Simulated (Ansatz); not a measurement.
C9H21ClGeO3

```json
{"atom": "Ge", "x (Å)": "-0.3707", "y (Å)": "-0.2259", "z (Å)": "0.9579"}
{"atom": "Cl", "x (Å)": "-0.3664", "y (Å)": "-0.5660", "z (Å)": "3.0840"}
{"atom": "O", "x (Å)": "1.3082", "y (Å)": "-0.0819", "z (Å)": "0.4358"}
{"atom": "C", "x (Å)": "2.3199", "y (Å)": "-1.0280", "z (Å)": "0.8250"}
{"atom": "C", "x (Å)": "3.6575", "y (Å)": "-0.3524", "z (Å)": "0.5854"}
{"atom": "C", "x (Å)": "2.1612", "y (Å)": "-2.3231", "z (Å)": "0.0425"}
{"atom": "H", "x (Å)": "2.2111", "y (Å)": "-1.2398", "z (Å)": "1.9073"}
{"atom": "H", "x (Å)": "3.7700", "y (Å)": "-0.1068", "z (Å)": "-0.4827"}
{"atom": "H", "x (Å)": "4.4865", "y (Å)": "-1.0127", "z (Å)": "0.8829"}
{"atom": "H", "x (Å)": "3.7260", "y (Å)": "0.5804", "z (Å)": "1.1642"}
{"atom": "H", "x (Å)": "1.1695", "y (Å)": "-2.7697", "z (Å)": "0.2165"}
{"atom": "H", "x (Å)": "2.2641", "y (Å)": "-2.1274", "z (Å)": "-1.0371"}
{"atom": "H", "x (Å)": "2.9282", "y (Å)": "-3.0554", "z (Å)": "0.3402"}
{"atom": "O", "x (Å)": "-1.1860", "y (Å)": "1.2618", "z (Å)": "0.5248"}
{"atom": "C", "x (Å)": "-0.7022", "y (Å)": "2.5409", "z (Å)": "0.9841"}
{"atom": "C", "x (Å)": "-1.9204", "y (Å)": "3.4265", "z (Å)": "1.1725"}
{"atom": "C", "x (Å)": "0.2947", "y (Å)": "3.0978", "z (Å)": "-0.0195"}
{"atom": "H", "x (Å)": "-0.2008", "y (Å)": "2.4084", "z (Å)": "1.9646"}
{"atom": "H", "x (Å)": "-2.4532", "y (Å)": "3.5398", "z (Å)": "0.2148"}
{"atom": "H", "x (Å)": "-1.6263", "y (Å)": "4.4253", "z (Å)": "1.5307"}
{"atom": "H", "x (Å)": "-2.6117", "y (Å)": "2.9791", "z (Å)": "1.9018"}
{"atom": "H", "x (Å)": "1.1472", "y (Å)": "2.4115", "z (Å)": "-0.1332"}
{"atom": "H", "x (Å)": "-0.1906", "y (Å)": "3.2194", "z (Å)": "-1.0016"}
{"atom": "H", "x (Å)": "0.6719", "y (Å)": "4.0799", "z (Å)": "0.3075"}
{"atom": "O", "x (Å)": "-1.2670", "y (Å)": "-1.5483", "z (Å)": "0.2317"}
{"atom": "C", "x (Å)": "-1.9208", "y (Å)": "-1.3505", "z (Å)": "-1.0417"}
{"atom": "C", "x (Å)": "-2.8255", "y (Å)": "-2.5509", "z (Å)": "-1.2425"}
{"atom": "C", "x (Å)": "-0.8936", "y (Å)": "-1.1882", "z (Å)": "-2.1519"}
{"atom": "H", "x (Å)": "-2.5350", "y (Å)": "-0.4319", "z (Å)": "-0.9806"}
{"atom": "H", "x (Å)": "-2.2259", "y (Å)": "-3.4742", "z (Å)": "-1.2830"}
{"atom": "H", "x (Å)": "-3.3918", "y (Å)": "-2.4571", "z (Å)": "-2.1820"}
{"atom": "H", "x (Å)": "-3.5370", "y (Å)": "-2.6379", "z (Å)": "-0.4087"}
{"atom": "H", "x (Å)": "-0.2368", "y (Å)": "-0.3234", "z (Å)": "-1.9638"}
{"atom": "H", "x (Å)": "-0.2631", "y (Å)": "-2.0890", "z (Å)": "-2.2245"}
{"atom": "H", "x (Å)": "-1.3915", "y (Å)": "-1.0302", "z (Å)": "-3.1216"}
```

Geometry: r2SCAN-D4/def2-SVP.

These are results of RKS PBE0-D4/def2-TZVP (Ansatz 0.2.0), not measurements.

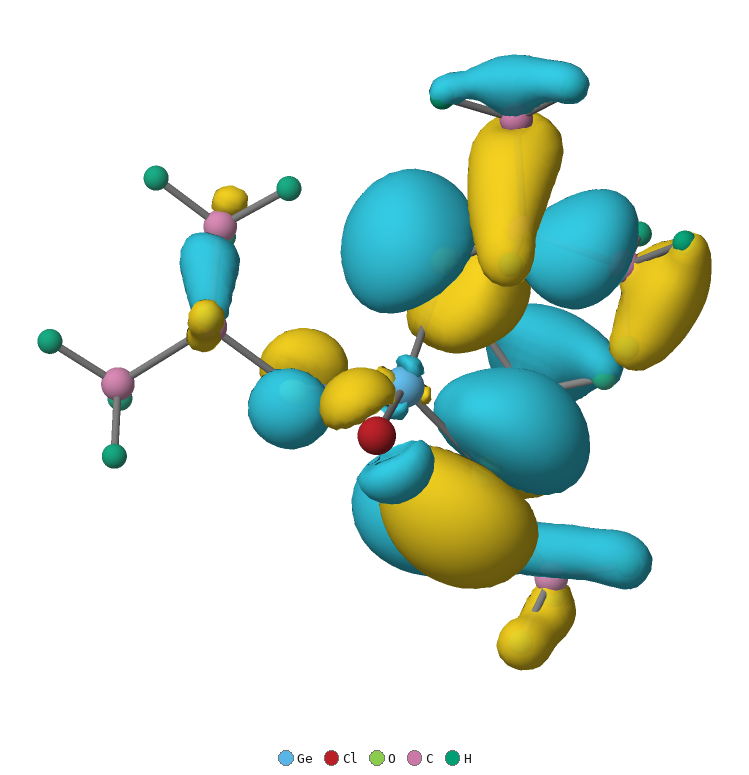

Figure 1. The HOMO at ±0.06 Å⁻³ᐟ² (yellow and cyan are the two phases), seen at a tilt.

Q: Where does this orbital lie, and at what energy?

A: By Hirshfeld shares it lies mainly on O25 (about 35 %), O3 (about 20 %), C26 (about 10 %) and C28 (about 5 %). Its energy is −8.02 eV.

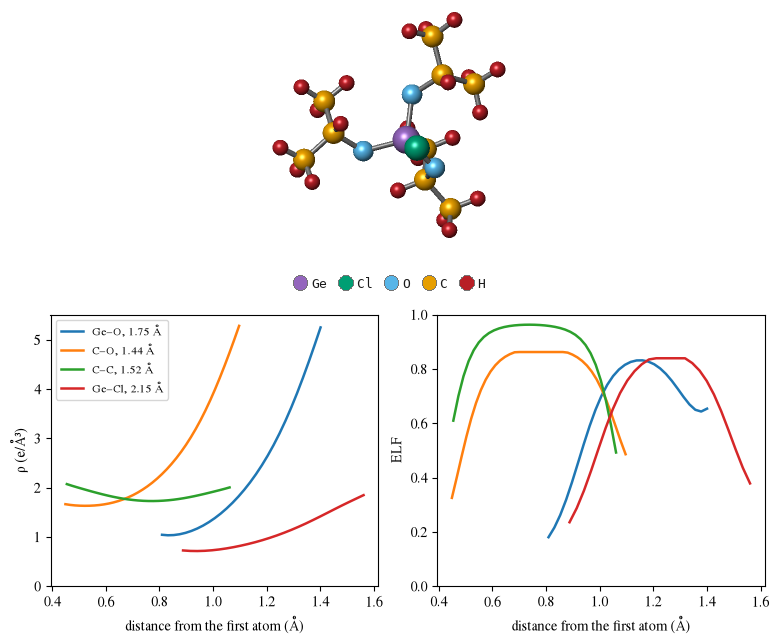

Figure 2. Electron density and electron localisation function along straight lines between neighbouring atoms. The curves leave out the atomic cores. The structure is drawn too.

Q: Compare the contacts.

A: Ge–O (1.75 Å): ρ at the midpoint is about 1.1 e/Å³; the ELF peaks at about 0.85 in the valence shell of O, 0.6 Å from its nucleus, and is about 0.30 at the midpoint.
C–O (1.44 Å): the density is about 1.9 e/Å³ at the midpoint, with its minimum of 1.6 e/Å³ about 0.5 Å from C; the ELF peaks at about 0.85 between the atoms (a polar covalent bond).
C–C (1.52 Å): the density is about 1.7 e/Å³ at the midpoint; the ELF peaks at about 0.95 between the atoms; localised, covalent bonding.
Ge–Cl (2.15 Å): ρ at the midpoint is about 0.79 e/Å³; the ELF peaks at about 0.85 in the valence shell of Cl, 0.9 Å from its nucleus, and is about 0.70 at the midpoint.
